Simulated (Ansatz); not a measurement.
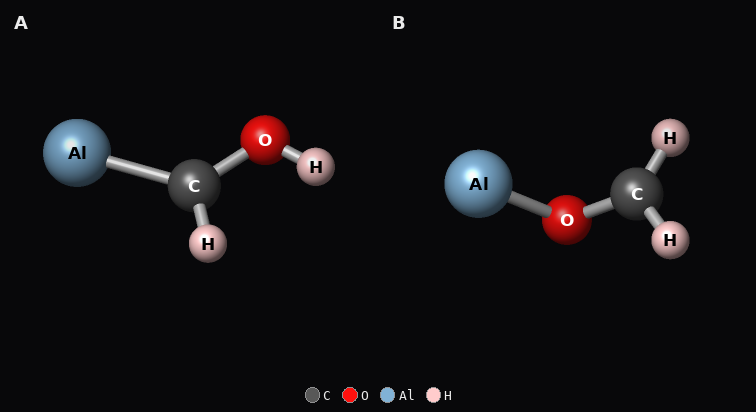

2 stationary structures of one formula. The species is neutral and a spin doublet. Geometries: PBE0-D4/def2-TZVP. Electronic energies: UHF-CCSD(T) (frozen core)/def2-TZVPP (Ansatz 0.2.0), without zero-point energy. No frequency run is at hand to confirm each as a minimum.

> Rank them by energy, lowest first.

B is lowest (Cs); A lies 140.8 kJ/mol above it (Cs).

Give E(B) − E(A) in kJ/mol at these levels too: B3LYP-D4/def2-TZVPP; PBE0-D4/def2-TZVP; ωB97M-V/def2-TZVPP; r2SCAN-D4/def2-TZVPP; PBE0-D4/def2-TZVPP; UHF-CCSD(T) (frozen core)/def2-TZVPP; PBE-D4/def2-TZVPP.

```tsv
level	E(B) − E(A) (kJ/mol)
B3LYP-D4/def2-TZVPP	−140.0
PBE0-D4/def2-TZVP	−138.8
ωB97M-V/def2-TZVPP	−142.2
r2SCAN-D4/def2-TZVPP	−141.8
PBE0-D4/def2-TZVPP	−135.4
UHF-CCSD(T) (frozen core)/def2-TZVPP	−140.8
PBE-D4/def2-TZVPP	−132.6
```

The determinant isn't a pure spin state (⟨S²⟩ up to 0.92).
